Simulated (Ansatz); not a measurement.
System: Ca2W.

The calculation's input:

```
crystal:
  lattice:
    - [0.0, 4.1807671299, 4.1807671299]
    - [4.1807671299, 0.0, 4.1807671299]
    - [4.1807671299, 4.1807671299, 0.0]
  atoms:
    - { symbol: Ca, position: [0.625, 0.625, 0.625] }
    - { symbol: Ca, position: [0.125, 0.625, 0.625] }
    - { symbol: Ca, position: [0.625, 0.625, 0.125] }
    - { symbol: Ca, position: [0.625, 0.125, 0.625] }
    - { symbol: W, position: [0.0, 0.0, 0.0] }
    - { symbol: W, position: [0.25, 0.25, 0.25] }
basis:
  ecutwfc: 420
kpoints:
  mp_grid: { grid: [8, 8, 8] }
hamiltonian:
  xc: pbe
scf:
  occupations: { method: gaussian, width: 0.1 }
output:
  forces: true
  stress: true
  eigenvalues: true
  write_density: true
  write_potential: true
  elf: true
  volumetric_format: npy
relax:
  adjacent_minimum: "off"
  f_tol: 0.01
  max_steps: 80
  cell: { stress_tol: 0.05 }
```

Command:

```sh
ansatz run input.yaml --threads 1 --pin off --max-ram 2560MiB --backend cpu --events-out ev --progress --plain --runs-dir out
```

Below, planes, directions and counts refer to the conventional cell (a = 8.37 Å, b = 8.37 Å, c = 8.37 Å, α = 90.00°, β = 90.00°, γ = 90.00°).

The fields are those of the relaxed geometry.

Space group Fd-3m; started from the cubic Laves (C15)_227 prototype, which need not be the ambient phase.

Theory: DFT PBE, scalar-relativistic, plane waves, PAW in Ansatz.

Question: What will maps of the valence pseudo-density and electron localisation function show?

Answer: Ca–Ca (2.96 Å): the density is about 0.11 e/Å³ at the midpoint; the ELF is about 0.05 at the midpoint; no localised pair shows between them.
Ca–W (3.47 Å): ρ at the midpoint is about 0.12 e/Å³, with its minimum of 0.11 e/Å³ about 1.5 Å from Ca; the ELF is about 0.35 at the midpoint.
W–W (3.63 Å): ρ is about 0.15 e/Å³ halfway; the ELF is about 0.45 at the midpoint.

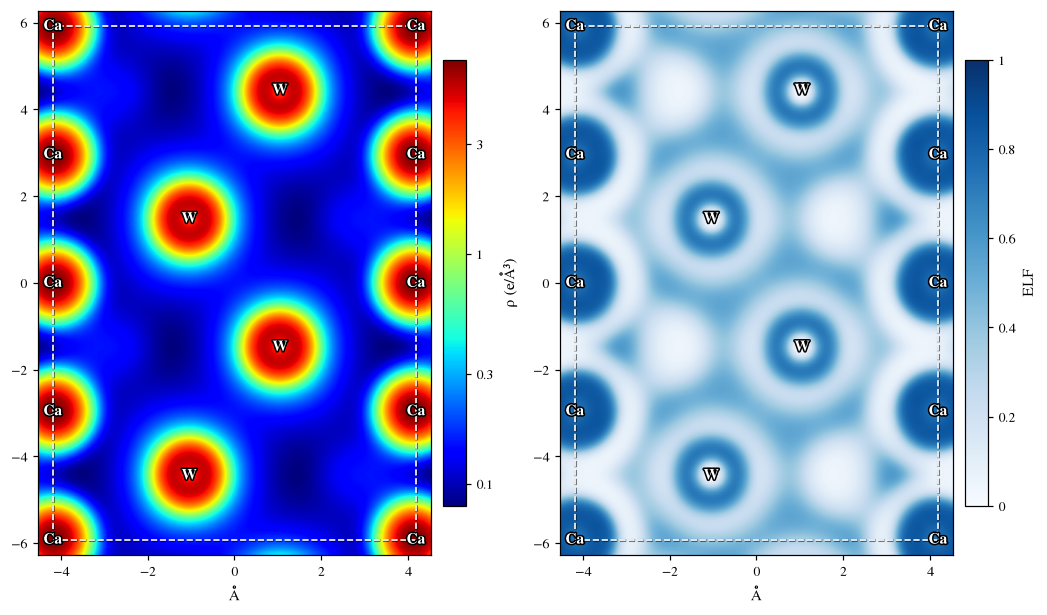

Computed valence pseudo-density and electron localisation function on the (101) plane of the conventional cell, in this order. 

In a PAW calculation such maps are meaningful between the atoms, not at the nuclei.
